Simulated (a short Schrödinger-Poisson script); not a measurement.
System: symmetric double-gate stack, HfO2 on p-type Si(111), at 300 K.

| layer | material | thickness (nm) | Na (cm⁻³) |
|---|---|---|---|
| 1 | HfO2 | 7.4 | - |
| 2 | Si | 3 | 1e18 |
| 3 | HfO2 | 7.4 | - |

The device is made up for the run: typed textbook-type constants, with dimensions and the other settings drawn at random. HfO2: permittivity 22, conduction-band edge (eV) 1.55, gap (eV) 5.7, electron mass (mₑ) 0.2. Si: permittivity 11.7, conduction-band edge (eV) 0, gap (eV) 1.124, Nv at 300 K (cm⁻³) 3.1e19.

Channel valleys (confinement mass, in-plane density-of-states mass, number): Δ6 0.258, 0.358, 6. At the gates, both at one voltage, the conduction-band edge of layer 1 lies 2.16 eV − eVg above the Fermi level of the channel. Gaps are held at their typed values at every temperature. Mesh 0.03 nm at interfaces.

Solved with a short Schrödinger-Poisson script written for these runs: 1D Poisson equation in equilibrium, electrons quantum, Hartree (BenDaniel-Duke, 12 states a valley, the channel's in-plane mass for all, wave functions ending at the dielectric), parabolic valleys, classical holes, full ionisation, no traps, pinning or gate leakage.

Only gate voltages with over 1e8 electrons/cm² are shown.

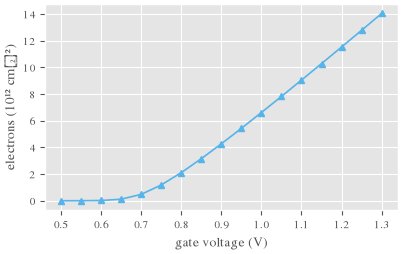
Fig. 1. Sheet density against gate voltage

```
Vg (V)  electrons (cm⁻²)  C (μF/cm²)  Δ6 E0 (meV)  Δ6 E1 (meV)
------  ----------------  ----------  -----------  -----------
0.5               4.15e8     < 0.003        282.6        767.9
0.6              1.93e10       0.119        183.3        668.6
0.7              4.75e11        1.75        100.3        584.9
0.8              2.10e12        3.20         60.9        543.1
0.9              4.27e12        3.66         41.4        520.4
1                6.61e12        3.85         28.7        504.3
1.1              9.05e12        3.95         19.1        491.3
1.2              1.15e13        4.01         11.4        480.0
1.3              1.40e13        4.05          4.7        469.8
```

Subbands count from the Fermi level. The capacitance is that of both gates.
